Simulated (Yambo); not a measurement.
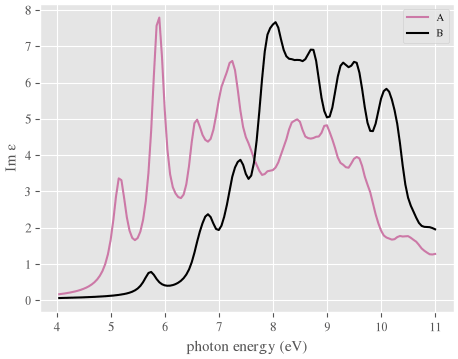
Figure. Two computed absorption spectra of NH$_{4}$I (space group P4/nmm, No. 129) (Yambo, PBEsol bands with the same scissor, field along x)

Axes are Cartesian, with cell vectors (Å) (6.15, 0.00, 0.00), (0.00, 6.15, 0.00), (0.00, 0.00, 4.41).

Q: Which curve includes the electron-hole attraction (BSE)?

A: Curve A: the attraction moves weight to lower energy (centre of the plotted range 7.7 eV against 8.7 eV). Settings: 4×4×4 mesh, 6 valence and 16 conduction bands, static screening with 77 bands and a 3 Ry block, scissor 2.03 eV, Tamm-Dancoff. The scissor comes from a G0W0 run whose convergence isn't established. Broadening 0.15 eV. The band window holds all transitions up to 12.6 eV. On this mesh the peak heights and the fine structure are mesh artefacts; only the shift of weight is robust.

Spin-orbit coupling is not included.

Geometry of the Materials Project entry, not relaxed at this level; primitive cell a = b = 6.149 Å, c = 4.414 Å, α = β = γ = 90.00°.

The structure is a Materials Project entry; no match was found in the copy of COD used, and its stability was not checked.

The distance between layers or molecules is the database entry's, not relaxed here. Functionals without dispersion can leave it too large, which widens gaps and weakens the response across layers: the numbers belong to this cell.
